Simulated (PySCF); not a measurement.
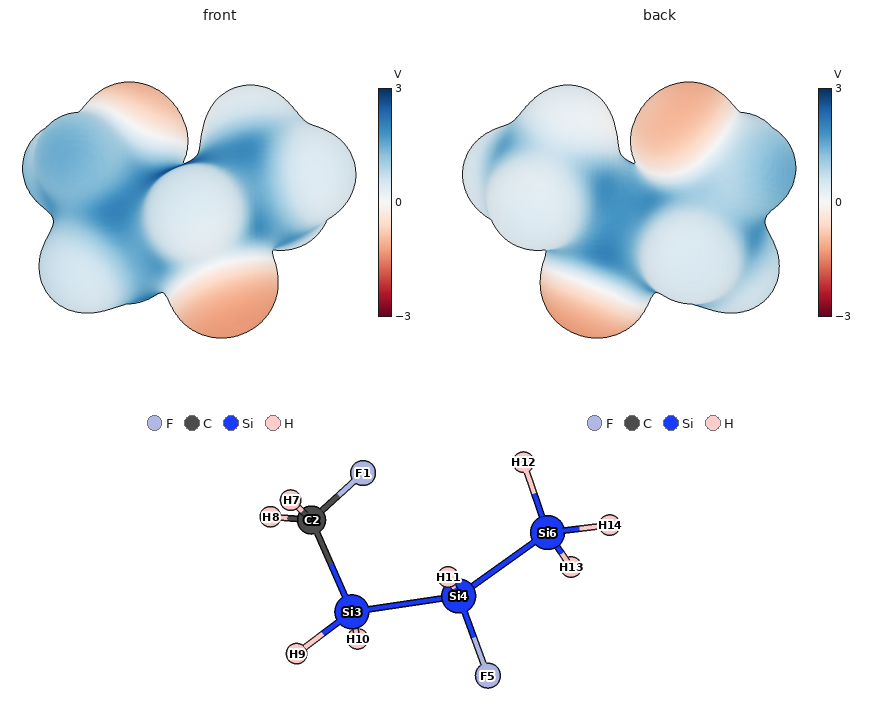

The picture shows: CH8F2Si3. The electrostatic potential painted on the density surface at 0.004 e/bohr³, seen from the front and from behind; red is negative and blue positive. The bare structure is drawn below in the same view.

Geometry: GFN2-xTB.

Method: PBE0/pcSseg-1, SCF density, gas phase, non-relativistic in PySCF 2.14.0.

```yaml
atoms:
  - { symbol: F, position_ang: [-1.1356, 1.4890, -1.0219] }
  - { symbol: C, position_ang: [-2.0924, 0.7553, -0.3358] }
  - { symbol: Si, position_ang: [-1.3415, -0.9381, 0.1738] }
  - { symbol: Si, position_ang: [0.7982, -0.4716, 0.9365] }
  - { symbol: F, position_ang: [1.3460, -1.9208, 1.4522] }
  - { symbol: Si, position_ang: [2.4077, 0.3830, -0.5038] }
  - { symbol: H, position_ang: [-2.3891, 1.3685, 0.5178] }
  - { symbol: H, position_ang: [-2.9479, 0.6647, -1.0058] }
  - { symbol: H, position_ang: [-2.3427, -1.5117, 1.0869] }
  - { symbol: H, position_ang: [-1.3795, -1.7775, -1.0336] }
  - { symbol: H, position_ang: [0.7426, 0.2319, 2.2287] }
  - { symbol: H, position_ang: [1.9396, 1.6210, -1.1232] }
  - { symbol: H, position_ang: [2.7202, -0.5739, -1.5717] }
  - { symbol: H, position_ang: [3.6737, 0.6797, 0.1778] }
```

Which sites attract a positive test charge, and which a negative one?

Answer. A positive charge is drawn to the negative regions and a negative charge to the positive ones. The most negative region (about −1.2 V) lies over F5, the most positive (about +2.5 V) over Si4.

What dipole moment does the calculation give?

Answer. Its dipole moment is 1.75 D.
